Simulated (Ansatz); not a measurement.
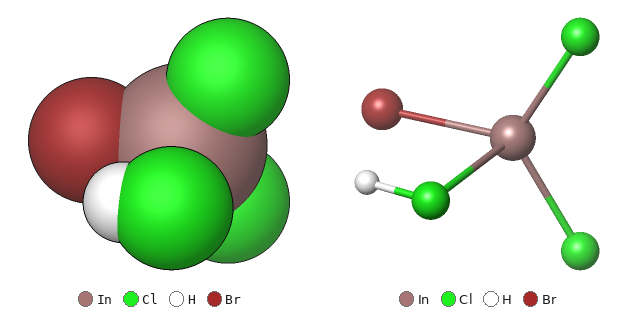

Both panels show the same species.

The geometry was computed by an optimisation with PBE0-D4/def2-TZVP.

> Count the atoms of each element.

BrCl3HIn, 6 atoms: 1 bromine, 3 chlorine, 1 hydrogen and 1 indium.

> How many atoms are distinct by symmetry?

5: 1 In, 1 Cl, 2 Cl, 1 H, 1 Br.

> Give the symmetry (Schoenflies symbol).

Cs.

More results for the same structure follow; atom numbers are the same in all pictures, views and colours differ.

**Shape**

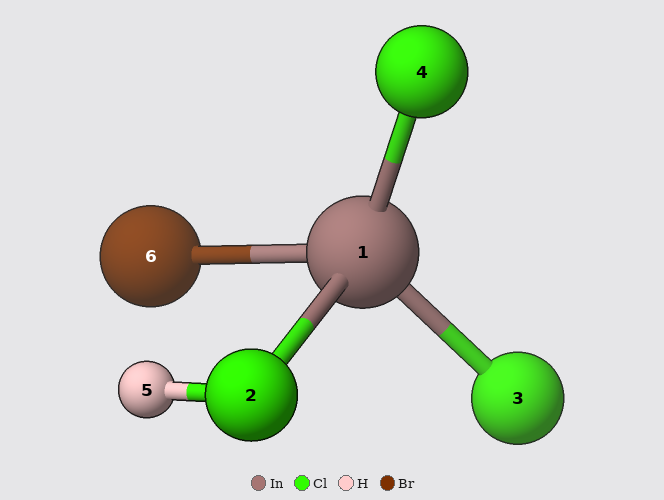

Atoms carry their numbers in the input.

Give these bond angles: Cl2–In1–Cl3, Cl2–In1–Br6, Cl3–In1–Cl4, Cl3–In1–Br6, In1–Cl2–H5.

| angle | degrees |
| --- | --- |
| Cl2–In1–Cl3 | 98.5 |
| Cl2–In1–Br6 | 87.9 |
| Cl3–In1–Cl4 | 119.6 |
| Cl3–In1–Br6 | 119.1 |
| In1–Cl2–H5 | 85.4 |

**Vibrations**

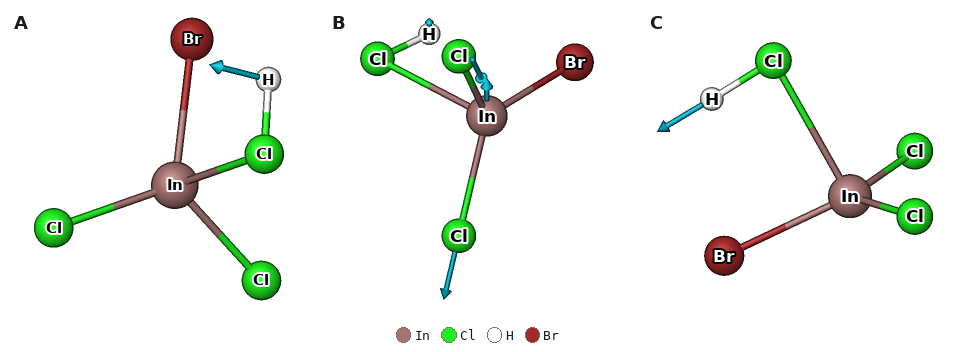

3 normal modes of one molecule or complex, as arrows. Harmonic vibrations computed with RKS PBE0-D4/def2-TZVP, core potentials on In (Ansatz 0.2.0) at a stationary point of the same level.

> Match the panels to the wavenumbers 185 cm⁻¹, 391 cm⁻¹, 2884 cm⁻¹.

A: 185 cm⁻¹, a torsion or out-of-plane motion in which bond lengths and bond angles hardly change
B: 391 cm⁻¹, out-of-phase stretching of 2 In–Cl bonds
C: 2884 cm⁻¹, Cl–H stretching

**Dipole moment**

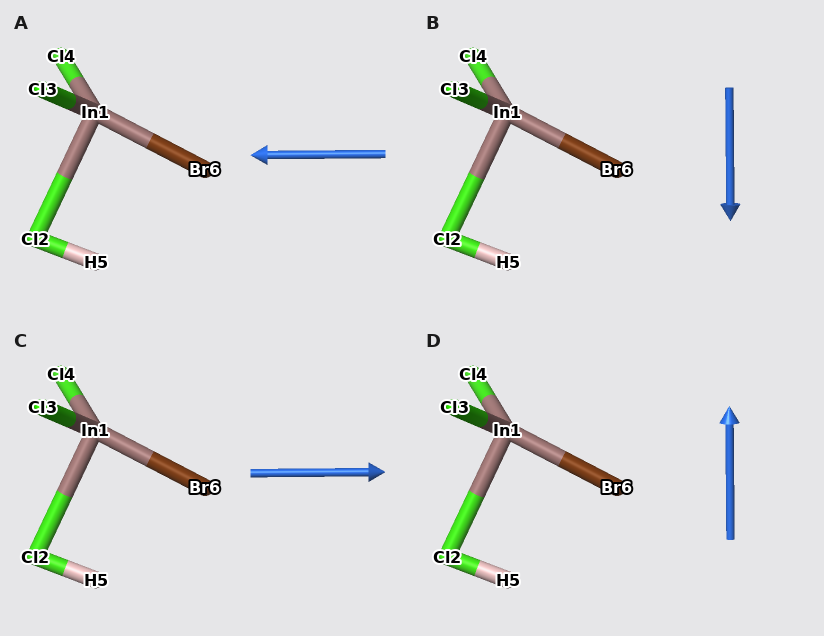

The same molecule four times, each with an arrow. Level of theory: RKS PBE0-D4/def2-TZVP, core potentials on In (Ansatz 0.2.0).

> Which arrow points along the dipole moment, from the negative to the positive end?

B. The dipole moment is 2.67 D; it points from the side of Cl3, Cl4 to the side of H5 (the outermost atoms at the two ends).

**Charges**

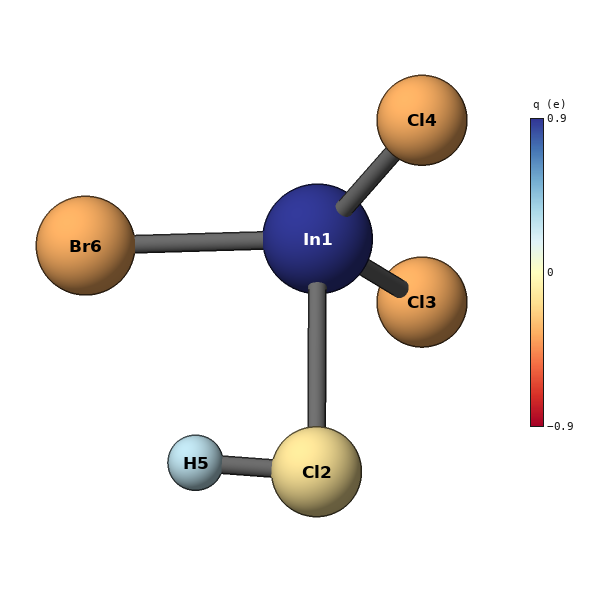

Atoms are coloured by their Mulliken charges. Method: RKS PBE0-D4/def2-TZVP, core potentials on In (Ansatz 0.2.0).

List the Mulliken charges.

| atom | value (e) |
| --- | --- |
| In1 | 0.89 |
| Cl2 | −0.15 |
| Cl3 | −0.34 |
| Cl4 | −0.34 |
| H5 | 0.29 |
| Br6 | −0.35 |

Mulliken values depend strongly on the basis set and can even reverse the polarity of a bond.
